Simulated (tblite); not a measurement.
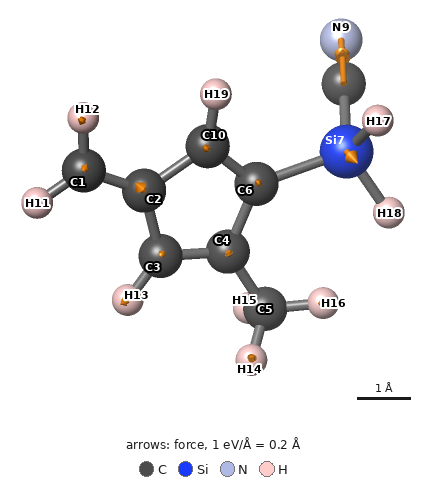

Starting geometry of C₈H₉NSi with the computed forces as orange arrows. A ball-and-stick model, seen at a tilt.

Theory: GFN2-xTB geometry optimisation, gas phase (tblite 0.8.0). 

### Is this structure relaxed? If not, where do the atoms go?

It isn't relaxed: the largest force vector, on a C atom, is 4.63 eV/Å. The final displacements have little in common with the starting forces (cosine between the two patterns 0.07). The energy falls by 39.8 kJ/mol in 177 geometry steps. The largest move after the best rigid fit is that of the N atom, 1.85 Å. Largest moves by element: N 1.85 Å, H 1.22 Å, C 1.06 Å, Si 0.21 Å. Some distances before and after: C–Si 1.804 → 1.872 Å, C–Si 1.836 → 1.870 Å, C–N 1.173 → 1.146 Å, C–H 1.113 → 1.087 Å. Bond angles that change, for instance: C–C–H 129.5° → 123.7°, C–Si–H 107.1° → 112.8°, C–Si–H 110.9° → 105.8°. Groups turn about C–Si by about 50°, C–C by about 40°.
